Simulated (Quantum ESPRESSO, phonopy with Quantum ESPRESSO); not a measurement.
# Grüneisen parameters and expansion of LiCl (Fm-3m), part 7 of 8

Wanted: mode Grüneisen parameters of LiCl and a free-energy fit over volumes.

What experiment has found for this phase:
- volume expansion coefficient 131.4 1e-6/K and heat capacity C_P per formula unit 48.1 J/mol/K near room temperature (given in “High-Throughput Prediction of Finite-Temperature Properties using the Quasi-Harmonic Approximation”, 2016, arXiv:1603.06924)
- volume expansion coefficient 131.1 1e-6/K near room temperature (given in “Descriptors for thermal expansion in solids”, 2017, arXiv:1701.03966)

Quantum ESPRESSO 7.5; DFT LDA, scalar-relativistic, plane waves, GBRV ultrasoft pseudopotentials.

So far. Step 13 (Ground state at this cell, V/V0 0.985): The run ends at a pressure of 0.51 GPa. Step 14 (Zone-centre response): The Born charges sum to zero within 0.031 e; the rest is removed before use. Acoustic frequencies in this log differ from zero by the error of the sum rule, which ph.x does not impose.

The database entry behind the starting cell differs from later determinations by our own check (0.1 to 0.3 % short, probably kX units), so it need not match the best structure at ambient conditions.

### Step 16. Lattice dynamics at this volume, V/V0 0.985

This step: DFT LDA, scalar-relativistic, plane waves, GBRV ultrasoft pseudopotentials (phonopy with Quantum ESPRESSO 4.10.0 / 7.5).

Elapsed: 9.2 min, on 4 threads of Intel Xeon Platinum 8488C (Sapphire Rapids), shared host; 36 min of CPU time.

No mode is imaginary beyond numerical noise along the path. The highest zone-centre mode (no LO–TO term) moved by +4.8 % for a volume change of -1.5 %.

The time given is that of the 2 pw.x runs on displaced cells behind this step.

### Step 17. Self-consistent run, V/V0 1.03

A tight ground state at this cell gives the energy of this member; its pressure is the stress at this cutoff, which can carry an offset from the finite basis.

This step: DFT LDA, scalar-relativistic, plane waves, GBRV ultrasoft pseudopotentials (Quantum ESPRESSO 7.5).

System of this step: LiCl. Symmetry: Fm-3m, No. 225, cubic system. Conventional cell: a = 5.012 Å, b = 5.012 Å, c = 5.012 Å, α = 90.00°, β = 90.00°, γ = 90.00°. Nearest to Li lie 6 Cl at 2.51 Å. Cl has 6 Li at 2.51 Å nearest. Farther neighbours and most contacts between anions are not listed.

File scf.in:

```
&CONTROL
  calculation = 'scf'
  prefix      = 'x'
  outdir      = './tmp'
  pseudo_dir  = './pseudo'
  tprnfor     = .true.
  tstress     = .true.
/
&SYSTEM
  ibrav       = 0
  nat         = 2
  ntyp        = 2
  ecutwfc     = 34.0
  ecutrho     = 204.0
  occupations = 'fixed'
  nbnd        = 7
/
&ELECTRONS
  conv_thr         = 1.0d-12
  mixing_beta      = 0.7
  electron_maxstep = 100
/
ATOMIC_SPECIES
 Li      6.9400  Li.upf
 Cl     35.4500  Cl.upf
CELL_PARAMETERS angstrom
     0.000000000    2.505828930    2.505828930
     2.505828930    0.000000000    2.505828930
     2.505828930    2.505828930    0.000000000
ATOMIC_POSITIONS crystal
 Li     0.000000000   0.000000000   0.000000000
 Cl     0.500000000   0.500000000   0.500000000
K_POINTS automatic
 8 8 8 0 0 0
```

Launch:

```sh
$ OMP_NUM_THREADS=1 mpirun -n 4 pw.x -nk 4 -in scf.in > scf.out
```

The log of the run:

```text
[banner, memory and clock lines left out]
Program PWSCF v.7.5

     Message from routine setup:
     using ibrav=0 with symmetry is DISCOURAGED, use correct ibrav instead

     G-vector sticks info

     bravais-lattice index     =            0
     lattice parameter (alat)  =       6.6968  a.u.
     unit-cell volume          =     212.3640 (a.u.)^3
     number of atoms/cell      =            2
     number of atomic types    =            2
     number of electrons       =        10.00
[...]
Total force =     0.000000     Total SCF correction =     0.000000

     Computing stress (Cartesian axis) and pressure

     negative rho (up, down):  1.357E-02 0.000E+00
          total   stress  (Ry/bohr**3)                   (kbar)     P=      -12.66
  -0.00008608  -0.00000000   0.00000000          -12.66       -0.00        0.00
  -0.00000000  -0.00008608  -0.00000000           -0.00      -12.66       -0.00
   0.00000000  -0.00000000  -0.00008608            0.00       -0.00      -12.66

     XML data file, charge density, pseudopotentials, collected wavefunctions
[key lines of the parts left out:]
!    total energy              =     -47.85959525 Ry
convergence has been achieved in   9 iterations
```

It took 2.3 s on 4 MPI ranks; 8.3 s of CPU time.

The run ends at a pressure of -1.27 GPa.

### Step 18. Zone-centre response

In a polar crystal the Born charges and ε∞ give the long-range dipole term that a finite supercell misses. They are those of this k-mesh and were not tested on a denser one; where the gap is small they converge slowly, and the LO modes with them.

File ph.in:

```
phonons
&INPUTPH
  prefix = 'x'
  outdir = './tmp'
  fildyn = 'x.dyn'
  tr2_ph = 1.0d-18
  epsil  = .true.
/
0.000000000 0.000000000 0.000000000
```

scf.in is that of step 17.

Launch:

```sh
$ OMP_NUM_THREADS=1 mpirun -n 4 ph.x -nk 4 -in ph.in > ph.out
```

The log of the run:

```text
[banner, memory and clock lines left out]
Program PHONON v.7.5

     ./tmp/x.save/

     IMPORTANT: XC functional enforced from input :
     Exchange-correlation= PZ
                           (   1   1   0   0   0   0   0)
     Any further DFT definition will be discarded
     Please, verify this is what you really want

     G-vector sticks info

     negative rho (up, down):  1.357E-02 0.000E+00
     Reading collected, re-writing distributed wavefunctions in ./tmp/

     Number and degeneracy of irreps per q-point
       N         xq(1)         xq(2)         xq(3)   N irreps
[...]
freq (    1) =      -0.522537 [THz] =     -17.429963 [cm-1]
     freq (    2) =      -0.522537 [THz] =     -17.429963 [cm-1]
     freq (    3) =      -0.522537 [THz] =     -17.429963 [cm-1]
     freq (    4) =       6.200428 [THz] =     206.824021 [cm-1]
     freq (    5) =       6.200428 [THz] =     206.824021 [cm-1]
     freq (    6) =       6.200428 [THz] =     206.824021 [cm-1]
 **************************************************************************

     Mode symmetry, O_h (m-3m)  point group:

     freq (   1-   3) =        -17.4  [cm-1]   --> T_1u G_15  G_4- I
     freq (   4-   6) =        206.8  [cm-1]   --> T_1u G_15  G_4- I
```

It took 14 s on 4 MPI ranks.

ε∞:

```
3.15 0.00 0.00
0.00 3.15 0.00
0.00 0.00 3.15
```

The Born charges sum to zero within 0.031 e; the rest is removed before use. Acoustic frequencies in this log differ from zero by the error of the sum rule, which ph.x does not impose.

### Step 19. A displaced supercell

One atom (for the harmonic constants) or a pair of atoms (for the cubic ones) is moved by a few hundredths of an ångström; the forces on all atoms give a column of force constants. The threshold is tight because the forces are small.

System of this step: LiCl. The cell holds 54 atoms: 27 Li and 27 Cl. Cell: a = 10.631 Å, b = 10.631 Å, c = 10.631 Å, α = 60.0°, β = 60.0°, γ = 60.0°. It derives from LiCl, repeated 3×3×3.

File disp-00001.in:

```
&CONTROL
  calculation = 'scf'
  prefix      = 'x'
  outdir      = './tmp'
  pseudo_dir  = './pseudo'
  tprnfor     = .true.
  disk_io     = 'none'
/
&SYSTEM
  ibrav       = 0
  nat         = 54
  ntyp        = 2
  ecutwfc     = 34.0
  ecutrho     = 204.0
  occupations = 'fixed'
  nbnd        = 137
/
&ELECTRONS
  conv_thr         = 1.0d-11
  mixing_beta      = 0.7
  electron_maxstep = 100
/
ATOMIC_SPECIES
 Li      6.9400  Li.upf
 Cl     35.4500  Cl.upf
CELL_PARAMETERS angstrom
     0.000000000    7.517486791    7.517486791
     7.517486791    0.000000000    7.517486791
     7.517486791    7.517486791    0.000000000
ATOMIC_POSITIONS crystal
 Li     0.001881232   0.000000000   0.000000000
 Li     0.333333333   0.000000000   0.000000000
 Li     0.666666667   0.000000000   0.000000000
 Li     0.000000000   0.333333333   0.000000000
 Li     0.333333333   0.333333333   0.000000000
 Li     0.666666667   0.333333333   0.000000000
 Li     0.000000000   0.666666667   0.000000000
 Li     0.333333333   0.666666667   0.000000000
 Li     0.666666667   0.666666667   0.000000000
 Li     0.000000000   0.000000000   0.333333333
 Li     0.333333333   0.000000000   0.333333333
 Li     0.666666667   0.000000000   0.333333333
 Li     0.000000000   0.333333333   0.333333333
 Li     0.333333333   0.333333333   0.333333333
 Li     0.666666667   0.333333333   0.333333333
 Li     0.000000000   0.666666667   0.333333333
 Li     0.333333333   0.666666667   0.333333333
 Li     0.666666667   0.666666667   0.333333333
 Li     0.000000000   0.000000000   0.666666667
 Li     0.333333333   0.000000000   0.666666667
 Li     0.666666667   0.000000000   0.666666667
 Li     0.000000000   0.333333333   0.666666667
 Li     0.333333333   0.333333333   0.666666667
 Li     0.666666667   0.333333333   0.666666667
 Li     0.000000000   0.666666667   0.666666667
 Li     0.333333333   0.666666667   0.666666667
 Li     0.666666667   0.666666667   0.666666667
 Cl     0.166666667   0.166666667   0.166666667
 Cl     0.500000000   0.166666667   0.166666667
 Cl     0.833333333   0.166666667   0.166666667
 Cl     0.166666667   0.500000000   0.166666667
 Cl     0.500000000   0.500000000   0.166666667
 Cl     0.833333333   0.500000000   0.166666667
 Cl     0.166666667   0.833333333   0.166666667
 Cl     0.500000000   0.833333333   0.166666667
 Cl     0.833333333   0.833333333   0.166666667
 Cl     0.166666667   0.166666667   0.500000000
 Cl     0.500000000   0.166666667   0.500000000
 Cl     0.833333333   0.166666667   0.500000000
 Cl     0.166666667   0.500000000   0.500000000
 Cl     0.500000000   0.500000000   0.500000000
 Cl     0.833333333   0.500000000   0.500000000
 Cl     0.166666667   0.833333333   0.500000000
 Cl     0.500000000   0.833333333   0.500000000
 Cl     0.833333333   0.833333333   0.500000000
 Cl     0.166666667   0.166666667   0.833333333
 Cl     0.500000000   0.166666667   0.833333333
 Cl     0.833333333   0.166666667   0.833333333
 Cl     0.166666667   0.500000000   0.833333333
 Cl     0.500000000   0.500000000   0.833333333
 Cl     0.833333333   0.500000000   0.833333333
 Cl     0.166666667   0.833333333   0.833333333
 Cl     0.500000000   0.833333333   0.833333333
 Cl     0.833333333   0.833333333   0.833333333
K_POINTS automatic
 2 2 2 0 0 0
```

Launch:

```sh
$ OMP_NUM_THREADS=1 mpirun -n 2 pw.x -nk 2 -in disp-00001.in > disp-00001.out
```

The log of the run:

```text
[banner, memory and clock lines left out]
Program PWSCF v.7.5

     Message from routine setup:
     using ibrav=0 with symmetry is DISCOURAGED, use correct ibrav instead

     G-vector sticks info

     bravais-lattice index     =            0
     lattice parameter (alat)  =      20.0903  a.u.
     unit-cell volume          =    5733.8274 (a.u.)^3
     number of atoms/cell      =           54
     number of atomic types    =            2
     number of electrons       =       270.00
[...]
atom    1 type  1   force =     0.00000000   -0.00092781   -0.00092781
     atom    2 type  1   force =     0.00000000    0.00015907    0.00015907
     atom    3 type  1   force =    -0.00000000    0.00015669    0.00015669
[...]
atom   53 type  2   force =     0.00005989   -0.00003055   -0.00003055
     atom   54 type  2   force =    -0.00005938   -0.00003053   -0.00003053

     Total force =     0.001582     Total SCF correction =     0.000001
     Message from routine punch:
     Nothing written, as per user request (disk_io='none')
[key lines of the parts left out:]
!    total energy              =   -1292.20867900 Ry
convergence has been achieved in  12 iterations
```

Wall time 8.2 min (2 MPI ranks).

### Step 20. Lattice dynamics at this volume, V/V0 1.03

This step: DFT LDA, scalar-relativistic, plane waves, GBRV ultrasoft pseudopotentials (phonopy with Quantum ESPRESSO 4.10.0 / 7.5).

The job ended after 8.6 min (4 threads; 34 min of CPU time).

No mode is imaginary beyond numerical noise along the path. The highest zone-centre mode (no LO–TO term) moved by -8.8 % for a volume change of +3.0 %.

The time given is that of the 2 pw.x runs on displaced cells behind this step.

### Step 21. Ground state at this cell, V/V0 0.97

A tight ground state at this cell gives the energy of this member; its pressure is the stress at this cutoff, which can carry an offset from the finite basis.

This step: DFT LDA, scalar-relativistic, plane waves, GBRV ultrasoft pseudopotentials (Quantum ESPRESSO 7.5).

System of this step: LiCl. Symmetry: Fm-3m, No. 225, cubic system. Conventional cell: a = 4.912 Å, b = 4.912 Å, c = 4.912 Å, α = 90.00°, β = 90.00°, γ = 90.00°. Li has 6 Cl at 2.46 Å nearest. Cl has 6 Li at 2.46 Å nearest. Farther neighbours and most contacts between anions are not listed.

scf.in: that of step 18 with these lines changed.

```diff
@@ -26,5 +26,5 @@
 CELL_PARAMETERS angstrom
-     0.000000000    2.505828930    2.505828930
-     2.505828930    0.000000000    2.505828930
-     2.505828930    2.505828930    0.000000000
+     0.000000000    2.456195448    2.456195448
+     2.456195448    0.000000000    2.456195448
+     2.456195448    2.456195448    0.000000000
 ATOMIC_POSITIONS crystal
```

Launch:

```sh
$ OMP_NUM_THREADS=1 mpirun -n 4 pw.x -nk 4 -in scf.in > scf.out
```

The log of the run:

```text
[banner, memory and clock lines left out]
Program PWSCF v.7.5

     Message from routine setup:
     using ibrav=0 with symmetry is DISCOURAGED, use correct ibrav instead

     G-vector sticks info

     bravais-lattice index     =            0
     lattice parameter (alat)  =       6.5641  a.u.
     unit-cell volume          =     199.9933 (a.u.)^3
     number of atoms/cell      =            2
     number of atomic types    =            2
     number of electrons       =        10.00
[...]
Total force =     0.000000     Total SCF correction =     0.000000

     Computing stress (Cartesian axis) and pressure

     negative rho (up, down):  1.300E-02 0.000E+00
          total   stress  (Ry/bohr**3)                   (kbar)     P=       12.04
   0.00008186  -0.00000000  -0.00000000           12.04       -0.00       -0.00
  -0.00000000   0.00008186  -0.00000000           -0.00       12.04       -0.00
  -0.00000000  -0.00000000   0.00008186           -0.00       -0.00       12.04

     XML data file, charge density, pseudopotentials, collected wavefunctions
[key lines of the parts left out:]
!    total energy              =     -47.85952516 Ry
convergence has been achieved in  10 iterations
```

Run time: 2.1 s. Hardware: 4 MPI ranks; 7.5 s of CPU time.

The run ends at a pressure of 1.20 GPa.

### Step 22. Born charges and dielectric tensor

In a polar crystal the Born charges and ε∞ give the long-range dipole term that a finite supercell misses. They are those of this k-mesh and were not tested on a denser one; where the gap is small they converge slowly, and the LO modes with them.

ph.in is that of step 18.

scf.in is that of step 21.

Launch:

```sh
$ OMP_NUM_THREADS=1 mpirun -n 4 ph.x -nk 4 -in ph.in > ph.out
```

The log of the run:

```text
[banner, memory and clock lines left out]
Program PHONON v.7.5

     ./tmp/x.save/

     IMPORTANT: XC functional enforced from input :
     Exchange-correlation= PZ
                           (   1   1   0   0   0   0   0)
     Any further DFT definition will be discarded
     Please, verify this is what you really want

     G-vector sticks info

     negative rho (up, down):  1.300E-02 0.000E+00
     Reading collected, re-writing distributed wavefunctions in ./tmp/

     Number and degeneracy of irreps per q-point
       N         xq(1)         xq(2)         xq(3)   N irreps
[...]
freq (    1) =       0.212952 [THz] =       7.103301 [cm-1]
     freq (    2) =       0.212952 [THz] =       7.103301 [cm-1]
     freq (    3) =       0.212952 [THz] =       7.103301 [cm-1]
     freq (    4) =       7.549375 [THz] =     251.820031 [cm-1]
     freq (    5) =       7.549375 [THz] =     251.820031 [cm-1]
     freq (    6) =       7.549375 [THz] =     251.820031 [cm-1]
 **************************************************************************

     Mode symmetry, O_h (m-3m)  point group:

     freq (   1-   3) =          7.1  [cm-1]   --> T_1u G_15  G_4- I
     freq (   4-   6) =        251.8  [cm-1]   --> T_1u G_15  G_4- I
```

The job ended after 12 s (4 MPI ranks; 46 s of CPU time).

The Born charges sum to zero within 0.031 e; the rest is removed before use. Acoustic frequencies in this log differ from zero by the error of the sum rule, which ph.x does not impose.

### Step 23. Forces on a displaced cell

One atom (for the harmonic constants) or a pair of atoms (for the cubic ones) is moved by a few hundredths of an ångström; the forces on all atoms give a column of force constants. The threshold is tight because the forces are small.

System of this step: LiCl. The cell holds 54 atoms: 27 Li and 27 Cl. Cell: a = 10.421 Å, b = 10.421 Å, c = 10.421 Å, α = 60.0°, β = 60.0°, γ = 60.0°. It derives from LiCl, repeated 3×3×3.

disp-00001.in: that of step 19 with these lines changed.

```diff
@@ -26,7 +26,7 @@
 CELL_PARAMETERS angstrom
-     0.000000000    7.517486791    7.517486791
-     7.517486791    0.000000000    7.517486791
-     7.517486791    7.517486791    0.000000000
+     0.000000000    7.368586344    7.368586344
+     7.368586344    0.000000000    7.368586344
+     7.368586344    7.368586344    0.000000000
 ATOMIC_POSITIONS crystal
- Li     0.001881232   0.000000000   0.000000000
+ Li     0.001919247   0.000000000   0.000000000
  Li     0.333333333   0.000000000   0.000000000
```

Launch:

```sh
$ OMP_NUM_THREADS=1 mpirun -n 2 pw.x -nk 2 -in disp-00001.in > disp-00001.out
```

The log of the run:

```text
[banner, memory and clock lines left out]
Program PWSCF v.7.5

     Message from routine setup:
     using ibrav=0 with symmetry is DISCOURAGED, use correct ibrav instead

     G-vector sticks info

     bravais-lattice index     =            0
     lattice parameter (alat)  =      19.6924  a.u.
     unit-cell volume          =    5399.8181 (a.u.)^3
     number of atoms/cell      =           54
     number of atomic types    =            2
     number of electrons       =       270.00
[...]
atom    1 type  1   force =    -0.00000000   -0.00117650   -0.00117650
     atom    2 type  1   force =     0.00000000    0.00016450    0.00016450
     atom    3 type  1   force =    -0.00000000    0.00016194    0.00016194
[...]
atom   53 type  2   force =     0.00005905   -0.00002939   -0.00002939
     atom   54 type  2   force =    -0.00005856   -0.00002933   -0.00002933

     Total force =     0.001958     Total SCF correction =     0.000001
     Message from routine punch:
     Nothing written, as per user request (disk_io='none')
[key lines of the parts left out:]
!    total energy              =   -1292.20652139 Ry
convergence has been achieved in  14 iterations
```

Run time: 7.7 min. Hardware: 2 MPI ranks; 15 min of CPU time.

### Step 24. Lattice dynamics at this volume, V/V0 0.97

This step: DFT LDA, scalar-relativistic, plane waves, GBRV ultrasoft pseudopotentials (phonopy with Quantum ESPRESSO 4.10.0 / 7.5).

It took 7.7 min on 4 threads.

Phonopy, LO-TO term from ph.x's tensors. Phonon branches along the path, in cm⁻¹:

| point | branch 1 | branch 2 | branch 3 | branch 4 | branch 5 | branch 6 |
| --- | --- | --- | --- | --- | --- | --- |
| Γ | 0 | 0 | 0 | 252 | 252 | 430 |
| X | 135 | 135 | 186 | 254 | 254 | 267 |
| U | 145 | 183 | 184 | 256 | 276 | 303 |
| jump to K | 145 | 183 | 184 | 256 | 276 | 303 |
| Γ | 0 | 0 | 0 | 252 | 252 | 430 |
| L | 138 | 138 | 226 | 259 | 259 | 431 |
| W | 171 | 174 | 174 | 274 | 274 | 289 |
| X | 135 | 135 | 186 | 254 | 254 | 267 |

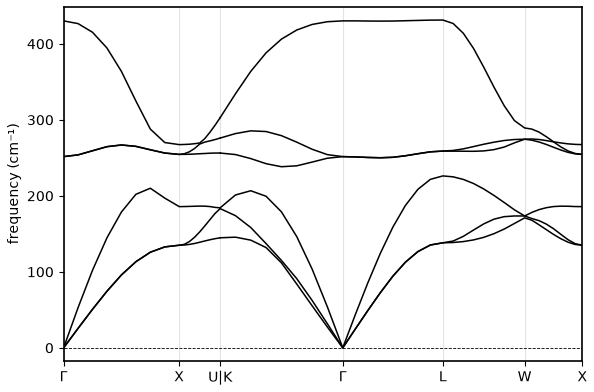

Phonon branches along the path.

No mode is imaginary beyond numerical noise along the path. The highest zone-centre mode (no LO–TO term) moved by +9.4 % for a volume change of -3.0 %.

The time given is that of the 2 pw.x runs on displaced cells behind this step.

### Step 25. Ground state at this cell, V/V0 1.05

A tight ground state at this cell gives the energy of this member; its pressure is the stress at this cutoff, which can carry an offset from the finite basis.

This step: DFT LDA, scalar-relativistic, plane waves, GBRV ultrasoft pseudopotentials (Quantum ESPRESSO 7.5).

System of this step: LiCl. The structure is cubic, space group Fm-3m (No. 225). Conventional cell: a = 5.044 Å, b = 5.044 Å, c = 5.044 Å, α = 90.00°, β = 90.00°, γ = 90.00°. Nearest to Li lie 6 Cl at 2.52 Å. Nearest to Cl lie 6 Li at 2.52 Å. Farther neighbours and most contacts between anions are not listed.

scf.in: that of step 22 with these lines changed.

```diff
@@ -26,5 +26,5 @@
 CELL_PARAMETERS angstrom
-     0.000000000    2.456195448    2.456195448
-     2.456195448    0.000000000    2.456195448
-     2.456195448    2.456195448    0.000000000
+     0.000000000    2.521944029    2.521944029
+     2.521944029    0.000000000    2.521944029
+     2.521944029    2.521944029    0.000000000
 ATOMIC_POSITIONS crystal
```

Launch:

```sh
$ OMP_NUM_THREADS=1 mpirun -n 4 pw.x -nk 4 -in scf.in > scf.out
```

The log of the run:

```text
[banner, memory and clock lines left out]
Program PWSCF v.7.5

     Message from routine setup:
     using ibrav=0 with symmetry is DISCOURAGED, use correct ibrav instead

     G-vector sticks info

     bravais-lattice index     =            0
     lattice parameter (alat)  =       6.7398  a.u.
     unit-cell volume          =     216.4876 (a.u.)^3
     number of atoms/cell      =            2
     number of atomic types    =            2
     number of electrons       =        10.00
[...]
Total force =     0.000000     Total SCF correction =     0.000000

     Computing stress (Cartesian axis) and pressure

     negative rho (up, down):  1.345E-02 0.000E+00
          total   stress  (Ry/bohr**3)                   (kbar)     P=      -19.28
  -0.00013108  -0.00000000   0.00000000          -19.28       -0.00        0.00
  -0.00000000  -0.00013108  -0.00000000           -0.00      -19.28       -0.00
  -0.00000000  -0.00000000  -0.00013108           -0.00       -0.00      -19.28

     XML data file, charge density, pseudopotentials, collected wavefunctions
[key lines of the parts left out:]
!    total energy              =     -47.85919831 Ry
convergence has been achieved in   9 iterations
```

The job ended after 2.1 s (4 MPI ranks).

The run ends at a pressure of -1.93 GPa.

(Continued in part 8 of 8.)

[Logs are printed without paths, hosts, clocks, repeated set-up lines and the standing remarks that a program may print on its own settings, such as how far it seeks lower states.]

[Hosts, paths, dates, database ids (printed as entryN), source tags and the programs' standing remarks are cut or masked in the printed files.]

[A step with changed settings may run another functional than the one named; its input shows which.]

[Of the runs on displaced cells, only some may be shown.]
